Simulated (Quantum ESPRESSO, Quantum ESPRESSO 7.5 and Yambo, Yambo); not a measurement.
## MgO (Fm-3m): a self-consistent loop beyond G0W0, cycle by cycle

Wanted: G0W0 and self-consistent gaps of MgO (Fm-3m), with the cost of the cycles.

Main program and level: Quantum ESPRESSO 7.5 and Yambo 5.3.0; PBE and many-body steps on it, plane waves.

**Experimental background.**

- Gap 7.83 eV: literature experimental gap; bulk crystal (quoted in “Electronic structure of alkaline earth and post-transition metal oxides”, 2009, arxiv:0908.1581).

### Step 1. The structure

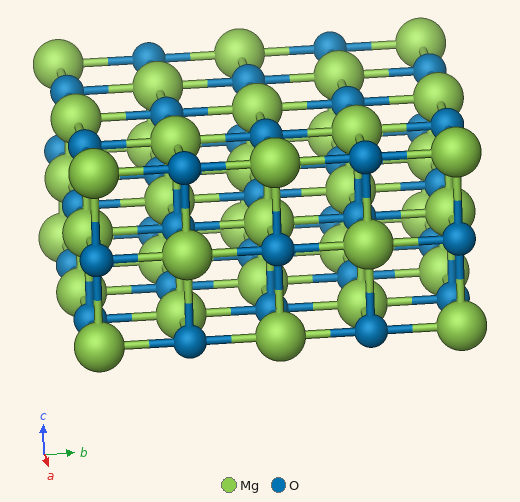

Start, viewed slightly off an axis; magnesium green, oxygen blue. 2×2×1 cells are drawn. This picture shows the conventional cell, with its axes. Some periodic images of atoms are drawn too.

The cell and positions are those that the Materials Project relaxed with its own functionals (PBE, PBE+U or r2SCAN), kept fixed.

### Step 2. Empty states on the mesh, 4×4×4 mesh, 84 bands

This step: Quantum ESPRESSO 7.5; DFT, PBE, plane waves, norm-conserving pseudopotentials.

The sums over transitions need many empty states on a uniform mesh; this step solves for them.

File pw.in:

```
&control
  calculation = 'nscf'
  prefix = 'x'
  outdir = 'o'
  pseudo_dir = 'pseudo'
/
&system
  ibrav = 0
  nat = 2
  ntyp = 2
  ecutwfc = 76.0
  nbnd = 84
  force_symmorphic = .true.
/
&electrons
  conv_thr = 1e-9
  electron_maxstep = 80
  diago_full_acc = .true.
  diago_thr_init = 5e-6
/
ATOMIC_SPECIES
  Mg 24.305 Mg.upf
  O 15.999 O.upf
CELL_PARAMETERS angstrom
  -0.0000000000 2.0970013927 2.0970013927
  2.0970013927 -0.0000000000 2.0970013927
  2.0970013927 2.0970013927 -0.0000000000
ATOMIC_POSITIONS crystal
  Mg 0.0000000000 0.0000000000 0.0000000000
  O 0.5000000000 0.5000000000 0.5000000000
K_POINTS automatic
  4 4 4 0 0 0
```

The run is started by

```bash
> OMP_NUM_THREADS=1 mpirun -n 4 pw.x -nk 4 -in pw.in > pw.out
```

The program printed:

```text
Program PWSCF v.7.5 starts

     This program is part of the open-source Quantum ESPRESSO suite
     for quantum simulation of materials; please cite
         "P. Giannozzi et al., J. Phys.:Condens. Matter 21 395502 (2009);
         "P. Giannozzi et al., J. Phys.:Condens. Matter 29 465901 (2017);
         "P. Giannozzi et al., J. Chem. Phys. 152 154105 (2020);
     in publications or presentations arising from this work. More details at

     Atomic positions and unit cell read from directory:
     o/x.save/

     Message from routine setup:
[...]
k =-0.3536-0.3536 0.3536 (  1404 PWs)   bands (ev):

[...]
121.0941 121.2255 121.2255 122.3905 123.1135 123.2760 126.9231 126.9231
   129.2261 132.6181 137.5727 137.5727 139.9411 139.9411 140.0336 140.0336
   140.1419 144.5925 145.4664 148.9407

          k = 0.3536 0.0000 0.0000 (  1387 PWs)   bands (ev):

     [... further k-points ...]

     highest occupied, lowest unoccupied level (ev):     8.2133   13.1082

     XML data file, pseudopotentials, collected wavefunctions

=------------------------------------------------------------------------------=
   JOB DONE.
=------------------------------------------------------------------------------=
```

Run time: 1.9 s. Hardware: 4 MPI ranks of Arm Neoverse V1, shared host; peak memory 0.05 GiB.

Numbers from this step:

```
gap                                                           : 4.895 eV
k of the valence top                                          : 0, 0, 0
k of the conduction bottom                                    : 0, 0, 0
least direct gap                                              : 4.895 eV
k points computed                                             : 8
lowest point of the top converged band, above the valence top : 135.4117 eV
```

On this mesh the gap is 4.895 eV.

The density comes from a self-consistent run that is not shown.

### Step 3. Conversion and set-up

This step: Yambo 5.3.0; conversion and set-up on PBE, plane waves, norm-conserving pseudopotentials.

The states are converted to the many-body program's format and the q mesh is built.

The run is started by

```bash
> (cd o/x.save; p2y > p2y.log; mv SAVE ../..); yambo > setup.log
```

The program printed:

```text
 Yambo, version 5.3.0

 [02] CORE Variables Setup
 =========================

  [02.01] Unit cells
  ==================

  Cell kind             :  FCC
  Atoms in the cell     :  Mg  O
  number of Mg atoms    :  1
  number of O  atoms    :  1

  List of atomic masses
  Mass of Mg    :  24.30500
  Mass of O     :  15.99900

  List of atomic coordinates    : [cc]
  Mg1       :  0.000000  0.000000  0.000000  order 1
  O1       :  3.962758  3.962758  3.962758  order 2

  Alat factors          :  3.962758  3.962758  3.962758 [a.u.]
  Direct lattice volume :  124.4580 [a.u.]
[...]
==========================================

 IBZ Q-points                                      :   8
 BZ  Q-points                                      :   64

 K/Q-points units:
 rlu = crystal or reduced units; cc = cartesian coordinates; iku = interal k-units

 Q [1]          [rlu]:  0.000000  0.000000  0.000000
 Q [2]          [rlu]: -0.65702E-17 -0.65702E-17  0.25000
 Q [3]          [rlu]:  0.13140E-16  0.13140E-16 -0.50000
[...]
Q [7]          [rlu]:  0.27115E-17 -0.50000     -0.50000
 Q [8]          [rlu]:  0.250000 -0.500000 -0.250000

  [03.01] X indexes
  =================

   [03.01.01] Sigma indexes
   ========================

 [06] Game Over & Game summary
```

The job ended after 1.6 s (1 MPI rank; peak memory 0.24 GiB).

### Step 4. G0W0

Now the one-shot GW correction: screening in the RPA, then the self-energy of the levels asked for.

This step: G0W0 on PBE, plane waves, norm-conserving pseudopotentials.

File gw1.in:

```
HF_and_locXC
gw0
dyson
ppa
em1d
rim_cut
RandQpts= 1000000
RandGvec= 1 RL
EXXRLvcs= 76 Ry
VXCRLvcs= 304 Ry
Chimod= "HARTREE"
% BndsRnXp
 1 | 84 |
%
NGsBlkXp= 15.5 Ry
% LongDrXp
 1 | 1 | 1 |
%
% GbndRnge
 1 | 84 |
%
DysSolver= "n"
ExtendOut
PPAPntXp= 27.21138 eV
% QPkrange
 1 | 8 | 6 | 12 |
%
```

The run is started by

```bash
> OMP_NUM_THREADS=1 mpirun -n 4 yambo -F gw1.in -J gw1 -C gw1 > gw1.log
```

The program printed:

```text
 Yambo, version 5.3.0

 [02] CORE Variables Setup
 =========================

  [... cell, symmetries and grids as in the set-up ...]

  [02.05] Energies & Occupations
  ==============================

  [X] === General ===
  [X] Electronic Temperature                        :  0.000000  0.000000 [eV K]
  [X] Bosonic    Temperature                        :  0.000000  0.000000 [eV K]
  [X] Finite Temperature mode                       : no
  [X] El. density                                   :  0.86755E+24 [cm-3]
  [X] Fermi Level                                   :  8.213328 [eV]

  [X] === Gaps and Widths ===
  [X] Conduction Band Min                           :  4.894827 [eV]
  [X] Valence Band Max                              :  0.000000 [eV]
  [X] Filled Bands                                  :   8
  [X] Empty Bands                                   :    9   84
  [X] Direct Gap                                    :  4.894827 [eV]
  [X] Direct Gap localized at k                     :  1
  [X] Indirect Gap                                  :  4.894827 [eV]
  [X] Indirect Gap between kpts                     :  1  1
  [X] Last valence band width                       :  1.776113 [eV]
  [X] 1st conduction band width                     :  6.880121 [eV]

 [03] Transferred momenta grid and indexing
 ==========================================

 IBZ Q-points                                      :   8
 BZ  Q-points                                      :   64

 K/Q-points units:
 rlu = crystal or reduced units; cc = cartesian coordinates; iku = interal k-units

 Q [1]          [rlu]:  0.000000  0.000000  0.000000
 Q [2]          [rlu]: -0.65702E-17 -0.65702E-17  0.25000
 Q [3]          [rlu]:  0.13140E-16  0.13140E-16 -0.50000
 Q [4]          [rlu]: -0.13557E-17  0.25000      0.25000
 Q [5]          [rlu]: -0.53062E-17  0.25000      0.50000
 Q [6]          [rlu]:  0.13140E-16  0.25000     -0.25000
 Q [7]          [rlu]:  0.27115E-17 -0.50000     -0.50000
 Q [8]          [rlu]:  0.250000 -0.500000 -0.250000

 [04] Coloumb potential Random Integration (RIM)
 ===============================================

  [04.01] RIM initialization
  ==========================

  * Diagonal components only detected *

  8 x (sBL volume)        :  0.249130 [a.u.]
  sBZ random points       :  1000000
  Points outside the sBZ  :   7968281
  RL volume               :  1.993044 [a.u.]
  Integrated volume       :  2.000977 [a.u.]

  [04.02] RIM integrals
  =====================

  Gamma point sphere radius             :  0.114137 [a.u.]
  Points outside the sphere             :   800476
  [Int_sBZ(q=0) 1/q^2]*(Vol_sBZ)^(-1/3) =:  7.776341
                                 should be <:  7.795600

  Summary of Coulomb integrals for non-metallic bands |Q|[au] RIM/Bare

  Q [1] 0.100000E-4 0.997530 * Q [2] 0.343283 1.067779
  Q [4] 0.396390 1.067204 * Q [6] 0.560580 1.030488
  Q [5] 0.657338 1.022568 * Q [3] 0.686567 1.021209
  Q [7] 0.792779 1.017560 * Q [8] 0.886354 1.014308

 [05] Dipoles
 ============

  [05.01] Setup: observables and procedures
  =========================================

 [06] Dynamic Dielectric Matrix (PPA)
 ====================================

 [WR./gw1//ndb.pp]---------------------------------------------------------------
  Brillouin Zone Q/K grids (IBZ/BZ)                :    8   64    8   64
  RL vectors                                       :  1837 [WF]
  Coulomb cutoff potential                         : none
  Electronic Temperature                           :  0.000000 [K]
  Bosonic    Temperature                           :  0.000000 [K]
  PPA    diel. fun.  energies                      : Perdew, Burke & Ernzerhof(X)+Perdew, Burke & Ernzerhof(C)
  wavefunctions                                    : Perdew, Burke & Ernzerhof(X)+Perdew, Burke & Ernzerhof(C)
  Global Gauge                                     : length
  X matrix size                                    :  169
  X band range                                     :    1   84
  X e/h energy range                               : -1.000000 -1.000000 [eV]
  X Time ordering                                  : R
  X Hxc Kernel                                     : HARTREE
  X Drude frequency                                :  0.000000  0.000000
  X poles                                          :  100.0000 [o/o]
  RL vectors in the sum                            :  1837
  [r,Vnl] included                                 : yes
  Field direction                                  :  0.577350E-5  0.577350E-5  0.577350E-5
  BZ energy Double Grid                            : no
  BZ energy DbGd points                            : 0
  BZ Q point size factor                           : -1.000000
  X Optical Averaged directions                    : none

 [07] Local Exchange-Correlation + Non-Local Fock
 ================================================

 [VXC] Plane waves :  11113
 [EXS] Plane waves :  1459

 QP @ state[ 1 ] K range:   1   8
 QP @ state[ 1 ] b range:   6  12

 [xc] Functional : Perdew, Burke & Ernzerhof(X)+Perdew, Burke & Ernzerhof(C)
 [xc] LIBXC used to calculate xc functional
  PP Number of Atomic Species                      :  2
  NLCC RL compoments                               :  11113
  PP Number of Atomic Species                      :  2
  NLCC RL compoments                               :  11113

 [xc] E_xc :  -11.59506 [Ha]
      E_xc :  -23.19011 [Ry]

  Local XC kind (lXC) : Perdew, Burke & Ernzerhof(X)+Perdew, Burke & Ernzerhof(C)
  Non-Local XC kind (nlXC) : Hartree-Fock

  Corrections @ K [1] :  [eV]
 <6|nlXC|6> = -25.55508  0.21544E-17 <6|lXC|6> = -20.15787 -0.23602E-16
 <7|nlXC|7> = -25.55494 -0.97783E-17 <7|lXC|7> = -20.15787  0.94411E-16
 <8|nlXC|8> = -25.55510 -0.26686E-16 <8|lXC|8> = -20.15787  0.58997E-17
 <9|nlXC|9> = -8.858457 -0.25273E-17 <9|lXC|9> = -13.55593 -0.12483E-18
 <10|nlXC|10> = -3.731640  0.36594E-18 <10|lXC|10> = -9.636465 -0.23606E-16
 <11|nlXC|11> = -3.731282 -0.37452E-17 <11|lXC|11> = -9.636466  0.11805E-16
[...]
Corrections @ K [2] :  [eV]
[...]
Corrections @ K [3] :  [eV]
[...]
Corrections @ K [4] :  [eV]
[...]
Corrections @ K [5] :  [eV]
[...]
[... 2 further k-points ...]
  Corrections @ K [8] :  [eV]
[...]
<10|nlXC|10> = -7.335025 -0.41045E-17 <10|lXC|10> = -13.48539 -0.94355E-16
 <11|nlXC|11> = -7.571609  0.41159E-17 <11|lXC|11> = -13.82145 -0.12501E-16
 <12|nlXC|12> = -5.755576 -0.19923E-17 <12|lXC|12> = -12.54589  0.70586E-16

  [07.01] Hartree-Fock occupations report
  =======================================

  [Hartree-Fock] === General ===
  [Hartree-Fock] Electronic Temperature             :  0.000000  0.000000 [eV K]
  [Hartree-Fock] Bosonic    Temperature             :  0.000000  0.000000 [eV K]
  [Hartree-Fock] Finite Temperature mode            : no
  [Hartree-Fock] El. density                        :  0.86755E+24 [cm-3]
  [Hartree-Fock] Fermi Level                        :  8.213328 [eV]

  [Hartree-Fock] === Gaps and Widths ===
  [Hartree-Fock] Conduction Band Min                :  9.592304 [eV]
  [Hartree-Fock] Valence Band Max                   : -5.397234 [eV]
  [Hartree-Fock] Filled Bands                       :   8
  [Hartree-Fock] Empty Bands                        :    9   84
  [Hartree-Fock] Direct Gap                         :  14.98954 [eV]
  [Hartree-Fock] Direct Gap localized at k          :  1
  [Hartree-Fock] Indirect Gap                       :  14.98954 [eV]
  [Hartree-Fock] Indirect Gap between kpts          :  1  1
  [Hartree-Fock] Last valence band width            :  2.231332 [eV]
  [Hartree-Fock] 1st conduction band width          :  8.332835 [eV]

 [08] Dyson equation: Newton solver
 ==================================

  [08.01] G0W0 (W PPA)
  ====================

  [  GW  ] Bands range     :    1   84
  [GW/PPA] G damping       :  0.100000 [eV]

  QP @ state[ 1 ] K range:   1   8
  QP @ state[ 1 ] b range:   6  12

   Sc/G bands                                       :    1   84
   Sc/G damping                                     :  0.100000 ev
   Sc bands terminator                              : no
   Sx RL components                                 :  1459

   QP @ state[ 1 ] K range                          :   1   8
   QP @ state[ 1 ] b range                          :   6  12
   GF energies kind                                 : Perdew, Burke & Ernzerhof(X)+Perdew, Burke & Ernzerhof(C)
   GF WF`s kind                                     : Perdew, Burke & Ernzerhof(X)+Perdew, Burke & Ernzerhof(C)
   Xs energies kind                                 : Perdew, Burke & Ernzerhof(X)+Perdew, Burke & Ernzerhof(C)
   Xs WF`s kind                                     : Perdew, Burke & Ernzerhof(X)+Perdew, Burke & Ernzerhof(C)

 [11] Game Over & Game summary
```

Elapsed: 98 s, on 4 MPI ranks; peak memory 1.2 GiB; 6.4 min of CPU time.

Numbers from this step:

| Property | Result |
| --- | --- |
| G0W0 gap on the mesh | 7.162 eV |
| starting gap on the mesh | 4.895 eV |
| k of the valence top | 0, 0, 0 |
| k of the conduction bottom | 0, 0, 0 |
| least direct G0W0 gap on the computed points | 7.162 eV |
| Z at the valence top | 0.8023 |
| Z at the conduction bottom | 0.8506 |

The gap on the mesh goes from 4.89 eV to 7.16 eV, a correction of +2.27 eV.

### Step 5. evGW0, cycle 1

This step: evGW0 on PBE, plane waves, norm-conserving pseudopotentials.

gw2.in, as its differences from gw1.in of step 4:

```diff
@@ -27 +27,2 @@
 %
+GfnQPdb= "E < ./gw1/ndb.QP"
```

The run is started by

```bash
> OMP_NUM_THREADS=1 mpirun -n 4 yambo -F gw2.in -J gw2,gw1_W -C gw2 > gw2.log
```

The program printed:

```text
 Yambo, version 5.3.0

 [02] CORE Variables Setup
 =========================

  [... cell, symmetries and grids as in the set-up ...]

  [02.05] Energies & Occupations
  ==============================

  [X] === General ===
  [X] Electronic Temperature                        :  0.000000  0.000000 [eV K]
  [X] Bosonic    Temperature                        :  0.000000  0.000000 [eV K]
  [X] Finite Temperature mode                       : no
  [X] El. density                                   :  0.86755E+24 [cm-3]
  [X] Fermi Level                                   :  8.213328 [eV]

  [X] === Gaps and Widths ===
  [X] Conduction Band Min                           :  4.894827 [eV]
  [X] Valence Band Max                              :  0.000000 [eV]
  [X] Filled Bands                                  :   8
  [X] Empty Bands                                   :    9   84
  [X] Direct Gap                                    :  4.894827 [eV]
  [X] Direct Gap localized at k                     :  1
  [X] Indirect Gap                                  :  4.894827 [eV]
  [X] Indirect Gap between kpts                     :  1  1
  [X] Last valence band width                       :  1.776113 [eV]
  [X] 1st conduction band width                     :  6.880121 [eV]

 [03] Transferred momenta grid and indexing
 ==========================================

 IBZ Q-points                                      :   8
 BZ  Q-points                                      :   64

 K/Q-points units:
 rlu = crystal or reduced units; cc = cartesian coordinates; iku = interal k-units

 Q [1]          [rlu]:  0.000000  0.000000  0.000000
 Q [2]          [rlu]: -0.65702E-17 -0.65702E-17  0.25000
 Q [3]          [rlu]:  0.13140E-16  0.13140E-16 -0.50000
[...]
[G+QP] Direct Gap localized at k                  :  1
  [G+QP] Indirect Gap                               :  7.161911 [eV]
  [G+QP] Indirect Gap between kpts                  :  1  1
  [G+QP] Last valence band width                    :  2.102095 [eV]
  [G+QP] 1st conduction band width                  :  7.428415 [eV]

  [coarse-grid] Minimum Bare Gap        [ev]:  4.894827
  [coarse-grid] Minimum Gap Correction  [ev]:  2.267083

  Eqp @ K [1]
   -83.2000     -44.9599     -44.9599     -44.9599     -19.8697    -0.296923E-4 -0.267155E-3   0.00000
    7.16191  18.49300  18.49337  18.49364  22.78955  24.90385  24.90385  27.70843
  Eqp @ K [2]
  -83.19468 -45.01137 -44.96509 -44.96509 -19.15824  -3.08235  -0.41124  -0.41083
[...]
Eqp @ K [3]
[...]
Eqp @ K [4]
[...]
Eqp @ K [5]
[...]
[... 2 further k-points ...]
  Eqp @ K [8]
  -83.18592 -45.02023 -45.02023 -44.99644 -17.97868  -3.43937  -3.43949  -2.10209
   14.59033  14.59009  15.19815  18.56059  25.27402  25.27402  30.05319  32.76092

 [07] Dipoles
 ============

  [07.01] Setup: observables and procedures
  =========================================

 [08] Dynamic Dielectric Matrix (PPA)
 ====================================

   Sc/G bands                                       :    1   84
   Sc/G damping                                     :  0.100000 ev
   Sc bands terminator                              : no
   Sx RL components                                 :  1459

   QP @ state[ 1 ] K range                          :   1   8
   QP @ state[ 1 ] b range                          :   6  12
   GF energies kind                                 : Perdew, Burke & Ernzerhof(X)+Perdew, Burke & Ernzerhof(C)+ E < ./gw1/ndb.QP + @E Fit
   GF WF`s kind                                     : Perdew, Burke & Ernzerhof(X)+Perdew, Burke & Ernzerhof(C)
   Xs energies kind                                 : Perdew, Burke & Ernzerhof(X)+Perdew, Burke & Ernzerhof(C)
   Xs WF`s kind                                     : Perdew, Burke & Ernzerhof(X)+Perdew, Burke & Ernzerhof(C)

 [13] Game Over & Game summary
```

Run time: 86 s. Hardware: 4 MPI ranks; peak memory 1.2 GiB; 5.7 min of CPU time.

This step gave:

```
quasiparticle gap on the mesh                         : 7.414 eV
gap of the density functional on the mesh             : 4.895 eV
k of the valence top                                  : 0, 0, 0
k of the conduction bottom                            : 0, 0, 0
least direct quasiparticle gap on the computed points : 7.414 eV
Z at the valence top                                  : 0.8073
Z at the conduction bottom                            : 0.8671
```

Against G0W0 in Yambo (4×4×4 mesh, 84 bands, screening to 210.9 eV, Godby-Needs plasmon pole), the gap moves by +0.253 eV.

The program's own table gives 7.716 eV, which is too large where the input levels are shifted: this version takes Σc at the unshifted level E₀, yet steps from the shifted one. The value above is the Newton step from E₀, E₀ + Z(Σc + Σx − Vxc), rebuilt from the printed columns.

(Part 1 of 2 ends here.)

[Paths, hosts, dates, memory and timing lines, banners, echoed tables and standing remarks are left out of the program output.]

[Logs are printed without paths, hosts, clocks, repeated set-up lines and the standing remarks that a program may print on its own settings, such as how far it seeks lower states.]

[Runs of the session that timed out or met a known fault of the program may be left out.]

[Hosts, paths, dates, database ids (printed as entryN), source tags and the programs' standing remarks are cut or masked in the printed files.]
